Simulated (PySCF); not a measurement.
Cu(PH3)(NH2) (CuH$_{5}$NP).

Level of theory: TPSSh/def2-SVPD (PySCF), at a geometry from GFN2-xTB. This is a single-reference result, which may miss multireference character in this system. No frequency check shows the geometry to be a minimum. GFN2-xTB bond lengths at metals and heavier atoms can be off by up to 0.1 Å and shapes distorted, which carries into these values.

Cartesian coordinates (Å):

```
Cu1     -0.4244    0.0026    0.0005
P2       1.7359   -0.0010   -0.0003
H3       2.4459   -1.0685   -0.5180
H4       2.4821    0.0760    1.1664
H5       2.4662    0.9713   -0.6597
N6      -2.2155   -0.0035    0.0036
H7      -2.8124    0.8097   -0.0129
H8      -2.8030   -0.8237   -0.0110
```

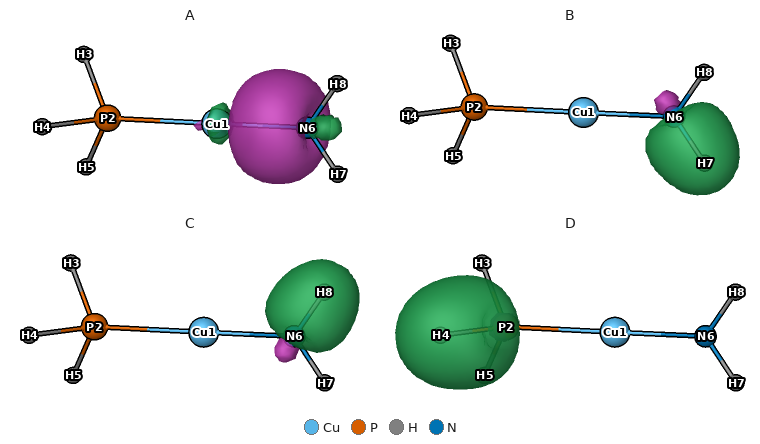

Pipek–Mezey orbitals, occupied; each surface holds about 80 % of the orbital's density. Energies are diagonal elements of the Fock matrix.

**Name the orbitals, with their atomic make-up and energies.**

By panel:
- A: pair mostly on N6, shared in part with Cu1 (N6 82 %, Cu1 17 %; −10.9 eV)
- B: σ bond N6–H7 (N6 60 %, H7 40 %; −14.1 eV)
- C: σ bond N6–H8 (N6 60 %, H8 40 %; −14.1 eV)
- D: σ bond P2–H4 (P2 52 %, H4 48 %; −13.0 eV)
